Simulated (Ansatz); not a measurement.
BN (h-BN type, space group P6_3/mmc): energy against volume

BN (h-BN type, space group P6_3/mmc)

```xyz
4
Lattice="2.5058 0.0000 0.0000 -1.2529 2.1701 0.0000 0.0000 0.0000 6.6162" Properties=species:S:1:pos:R:3 pbc="T T T"
B      0.0000     1.4467     1.6541
B      1.2529     0.7234     4.9622
N      0.0000     1.4467     4.9622
N      1.2529     0.7234     1.6541
```

Equation-of-state scan: isotropic scaling of the cell above, V₀ being its volume. Symmetry pins the atoms to their sites.

Level of theory: PBE-D3(BJ) (plane waves to 420 eV, PAW, scalar-relativistic; Ansatz, an electronic-structure program). k mesh 15×15×5 (Γ-centred), Fermi-Dirac smearing 0.05 eV. The energy includes the smearing's −TS. Stress and pressure are positive under compression. With the shape held, the modulus is that of even scaling; a crystal free to change shape is softer. BN was relaxed with its symmetry unable to fall. The PAW data are Ansatz's earlier set. ΔE is measured from the relaxed starting cell.

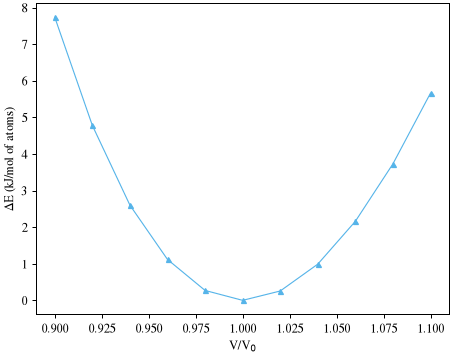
*ΔE (kJ/mol of atoms) against V/V₀; computed points joined by lines.*

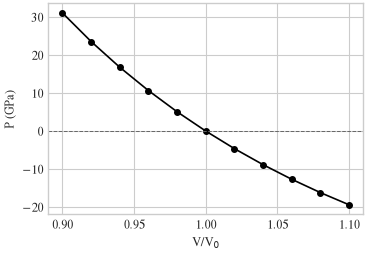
Figure. P (GPa) against V/V₀; computed points joined by lines.

The pressure derivative B₀′ (fit) is 3.7 and the pressure at the smallest volume is 31.1 GPa. The pressure for 5 % compression (fit) is 13.7 GPa and the energy cost of the largest expansion comes out as 58.7 meV/atom. The equilibrium volume of the fit is 8.99 Å³/atom.

P = (3B₀/2)(x⁷ − x⁵)[1 + ¾(B₀′ − 4)(x² − 1)] with x = (1/0.95)^(1/3), B₀ = 243 GPa and B₀′ = 3.69.

(Under strain, the slope of the energy per volume gives the stress and its curvature an elastic modulus.)
